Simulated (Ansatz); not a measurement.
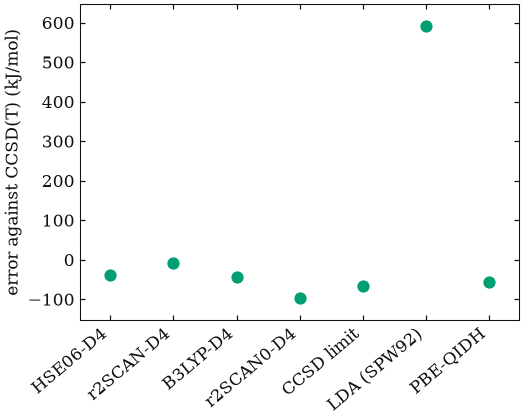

Error in the electronic atomisation energy (method less reference, so positive means overbinding) of CH₄O₃Si, SMILES O[SiH]1OCO1: functionals in def2-TZVPP against frozen-core CCSD(T) at the limit (MP2 extrapolated from triple and quadruple zeta, plus CCSD(T) less MP2 in a smaller set), which gives 3705.8 kJ/mol, at a PBE0-D4/def2-TZVP geometry (a minimum by its frequencies), no zero-point or spin-orbit term, the Ansatz code 0.2.0. The reference leaves out core correlation, a term that grows with the number of heavy atoms. PBE-QIDH holds a correlation term that converges slowly with the basis, so part of the distance to the limit is basis error. No dispersion term is added to PBE-QIDH. Limit means the basis limit.

Which of these levels overbind, and which underbind?

Overbind: LDA (SPW92). Underbind: HSE06-D4, B3LYP-D4, r2SCAN0-D4, CCSD limit and PBE-QIDH. Within 25 kJ/mol of zero, too close to call in view of what the reference leaves out: r2SCAN-D4.

Give the values.

| level | kJ/mol |
| --- | --- |
| HSE06-D4 | −39.2 |
| r2SCAN-D4 | −8.0 |
| B3LYP-D4 | −44.2 |
| r2SCAN0-D4 | −97.9 |
| CCSD limit | −65.7 |
| LDA (SPW92) | 591.2 |
| PBE-QIDH | −55.4 |
